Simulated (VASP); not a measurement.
# N on Ru(0001): binding against coverage, part 12 of 12

How do binding and work function change as N crowds Ru(0001)?

VASP 6.6.1, plane waves and PAW; the level of theory is named at each step.

So far. Step 21 (The vacuum level with the adsorbate, coverage 2/9 …): The vacuum level lies 5.28 eV above the Fermi level at the upper face; the two faces differ by 0.34 eV, the step that the slab's dipole of 0.109 e·Å makes. Step 22 (Relaxing the adsorbate, coverage 3/9, k-mesh 3×3×1): The run ended after 13 ionic steps, 0.115 eV below its first step, once the forces on the free atoms met EDIFFG = -0.03.

**23. The vacuum level with the adsorbate, coverage 3/9, k-mesh 3×3×1 (continued)**

Level of this step: PBE, no spin polarisation; plane waves and PAW (Ru, N) (VASP).

OUTCAR, selected parts (step 23):

```text
  Total      -15.0314625    -15.0314625      0.1247100      0.0000000     -0.0000000      0.0000000
  in kB      -21.7210082    -21.7210082      0.1802105      0.0000000     -0.0000000      0.0000000
  external PRESSURE =     -14.4206019 kB  Pullay stress =       0.0000000 kB

 POSITION                                       TOTAL-FORCE (eV/Angst)
 -----------------------------------------------------------------------------------
      0.00000      0.00000      7.50000         0.006878      0.003971     -0.013541
      2.71667      0.00000      7.50000         0.000000     -0.007942     -0.013541
      5.43333      0.00000      7.50000        -0.006878      0.003971     -0.013541
      1.35833      2.35270      7.50000        -0.006878      0.003971     -0.013541
      4.07500      2.35270      7.50000         0.006878      0.003971     -0.013541
      6.79167      2.35270      7.50000         0.000000     -0.007942     -0.013541
      2.71667      4.70541      7.50000         0.000000     -0.007942     -0.013541
      5.43333      4.70541      7.50000        -0.006878      0.003971     -0.013541
      8.15000      4.70541      7.50000         0.006878      0.003971     -0.013541
      8.15000      1.56847      9.57874        -0.000000      0.000000      0.006833
      2.71667      1.56847      9.55413        -0.000000      0.000000     -0.017844
      5.43333      1.56847      9.57874        -0.000000      0.000000      0.006833
      9.50833      3.92117      9.57874        -0.000000      0.000000      0.006833
      4.07500      3.92117      9.57874        -0.000000      0.000000      0.006833
[...]
-----------------------------------------------------------------------------------
    total drift:                                0.000233      0.000135      0.224870

  FREE ENERGIE OF THE ION-ELECTRON SYSTEM (eV)
  ---------------------------------------------------
  free  energy   TOTEN  =      -258.6646926103 eV

  energy  without entropy=     -258.7322112377  energy(sigma->0) =     -258.68719882

[... 2 parts as in an earlier step ...]

[... 1 further part left out ...]
[key lines of the parts left out:]
E-fermi :   0.9800
```

Zero at the Fermi level. Planar average of the electrostatic potential against height:

```
height (Å)  planar average of the electrostatic potential (eV)
         0                                                5.44
         1                                                4.91
         2                                                4.91
         3                                                4.91
         4                                                4.90
         5                                                4.80
         6                                                3.52
         7                                               -13.6
         8                                               -13.9
         9                                               -12.4
        10                                               -16.2
        11                                               -9.45
        12                                               -18.5
        13                                              -0.333
        14                                                5.26
        15                                                5.52
        16                                                5.53
        17                                                5.53
        18                                                5.53
        19                                                5.53
```

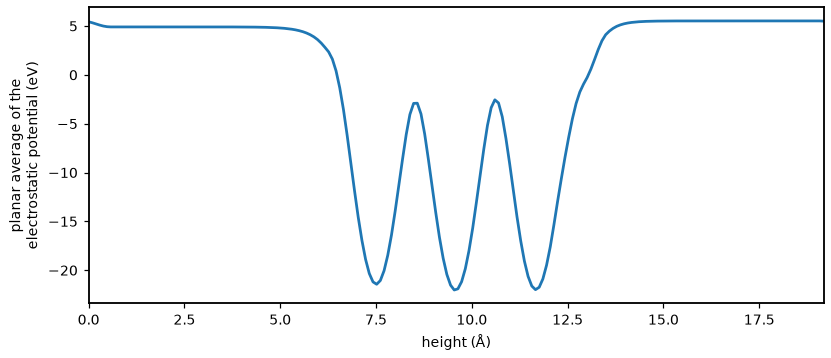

Planar average of the electrostatic potential against height.

At the end the adsorbate's closest contact with the slab is N-Ru at 1.93 Å, 1.55 Å to the side of the slab's atom, and its lowest atom lies 1.15 Å above the highest atom of the slab.

The vacuum level lies 5.53 eV above the Fermi level at the upper face; the two faces differ by 0.61 eV, the step that the slab's dipole of 0.195 e·Å makes.

VASP counts the dipole in electrons times Å, so a positive number points the physical dipole along −c.

The program found no field-free point at its default tolerance, but its printed level agrees with the flat part of the planar average.

**24. All coverages together**

This step: adsorption over the coverage, PBE; plane waves and PAW (VASP 6.6.1).

This step runs nothing: it gathers the runs above.

Four layers in the 1 x 1 and 2 x 2 cells, three in the 3 x 3 cell. Coverage series, by row:

```
coverage (ML)  as a fraction  adsorption energy an adsorbate (eV)  change of the work function (eV)  height over the mean of the top layer (Å)  largest sideways move of an adsorbate, within the symmetry kept (Å)
       0.1111            1/9                              -0.7971                            0.1532                                      1.083                                                                    0
       0.2222            2/9                              -0.7114                            0.3127                                      1.107                                                                    0
         0.25            1/4                              -0.9028                             0.256                                      1.052                                                                    0
       0.3333            3/9                              -0.6533                            0.5557                                      1.153                                                                    0
          0.5            2/4                               -0.478                            0.8738                                       1.09                                                                  0.1
         0.75            3/4                             -0.06365                             1.517                                      1.141                                                                 0.01
            1            1/1                               0.3145                             2.045                                      1.203                                                                    0
```

Each energy is the slab with adsorbates less the clean slab of the same cell, divided by their number, less -8.313 eV for half of N2.

**25. What came out**

* coverage 1/9: -0.80 eV
* coverage 2/9: -0.71 eV
* coverage 1/4: -0.90 eV
* coverage 3/9: -0.65 eV
* coverage 2/4: -0.48 eV
* coverage 3/4: -0.06 eV
* coverage 1/1: 0.31 eV

**Reading.** For N on the hcp site of Ru(0001) the adsorption energy is -0.80 eV an adsorbate at a coverage of 1/9 and 0.31 eV at 1/1, against half of N2. The lowest rows, within 0.03 eV, are 1/4 (-0.90 eV). The work function changes by +0.15 eV at 1/9, +0.31 eV at 2/9, +0.26 eV at 1/4, +0.56 eV at 3/9, +0.87 eV at 2/4, +1.52 eV at 3/4 and +2.04 eV at 1/1. The bare lower face drifts too, by up to 0.06 eV, a thin-slab error in these numbers. At 1/1 the layer is uphill against the reference. One arrangement was run at each coverage. The cells differ in sampling or projectors, and the largest has one layer fewer, which can shift the rows of one cell against another.

[Lines on the potential files, build, host, timing and source positions are cut from VASP's logs without a mark.]

[Logs are printed without paths, hosts, clocks, repeated set-up lines and the standing remarks that a program may print on its own settings, such as how far it seeks lower states.]

[Hosts, paths, dates, database ids (printed as entryN), source tags and the programs' standing remarks are cut or masked in the printed files.]

[Runs that stopped without an error message from VASP are left out.]
